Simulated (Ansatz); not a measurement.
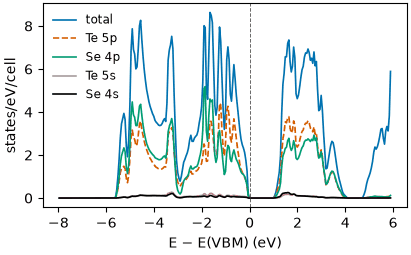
Fig. 1. Total and projected density of states of TeSe in space group P1 (No. 1; Pearson symbol aP6), r²SCAN (plane waves, PAW; program Ansatz)

Q: Which orbitals carry the states next to the gap?

A: Top 1 eV of the valence band: Te 5p 56 %, Se 4p 39 %. Bottom 1 eV of the conduction band: Te 5p 52 %, Se 4p 37 %, outside the projected shells 5 %. Projections are on Löwdin-orthogonalised atomic valence shells; empty p or d shells of many metals are not among them.

Q: Where is the tallest occupied peak in this window, and what makes it?

A: Near -1.7 eV, about 8.6 states/eV per cell; the largest projected share is Se 4p.

The workflow started from a Materials Project entry (that database holds measured and hypothetical structures alike); the Crystallography Open Database copy checked does not list it. Its standing as an ambient phase is unchecked. Symmetry was held in the r²SCAN relaxation; whether a distortion lowers the energy is not shown. A crystal of weakly bound chains computed without a dispersion correction: the cell and the soft elastic constants depend strongly on that. Scalar-relativistic: spin–orbit coupling is off unless named, which matters more the heavier the elements.

Potentials: the earlier of the program's two PAW sets.
